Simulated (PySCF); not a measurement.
System: C$_{2}$H$_{9}$B$_{2}$NS (SMILES BCB(N)SC).

Input

```
{"job": {"kind": "uv", "xc": "PBE0", "basis": "def2-SVPD", "nstates": 6, "ntriplets": 2}, "charge": 0, "multiplicity": 1}
B     -1.441441     1.243768    -0.079892
C     -0.994832    -0.201784    -0.461321
B     -0.072605    -0.759191     0.724971
N     -0.630860    -1.525647     1.740547
S      1.710916    -0.450645     0.846970
C      2.093582     0.573000    -0.614172
H     -0.866537     2.183992    -0.478334
H     -2.342267     1.400815     0.651517
H     -1.848644    -0.875920    -0.536019
H     -0.451038    -0.240776    -1.404689
H     -0.095069    -1.895512     2.507560
H     -1.609500    -1.746990     1.799867
H      2.001169    -0.027928    -1.514144
H      3.119438     0.906825    -0.498262
H      1.423272     1.423982    -0.648961
```

Command:

```sh
OMP_NUM_THREADS=1 python probes_run.py task.json out
```

Geometry: GFN2-xTB.

These are results of PBE0/def2-SVPD, SCF density, gas phase in PySCF, not measurements.

Q: What will maps of the electron density and electron localisation function show?

A: B–N (1.39 Å): the density is about 2 e/Å³ at the midpoint; the ELF peaks at about 0.95 between the atoms (a polar covalent bond).
B–S (1.81 Å): ρ at the midpoint is about 1.2 e/Å³; the ELF peaks at about 0.95 between the atoms: a covalent bond.
C–S (1.82 Å): the density is about 1.2 e/Å³ at the midpoint; the ELF peaks at about 0.95 between the atoms: a covalent bond.
N–H (1.01 Å): ρ at the midpoint is about 2.9 e/Å³; the ELF climbs to about 1 towards the hydrogen, as it does in any bond to H: an ordinary covalent bond to hydrogen.

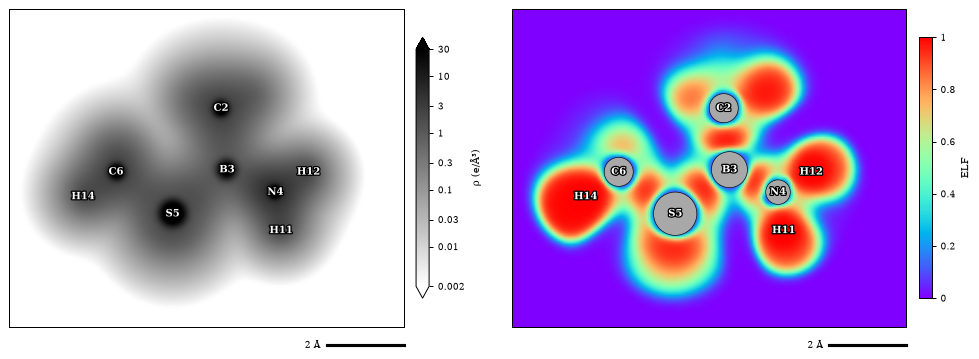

Computed electron density and electron localisation function on the plane of atoms B3, S5 and C6, in this order. Grey discs cover the atomic cores in the ELF map. 
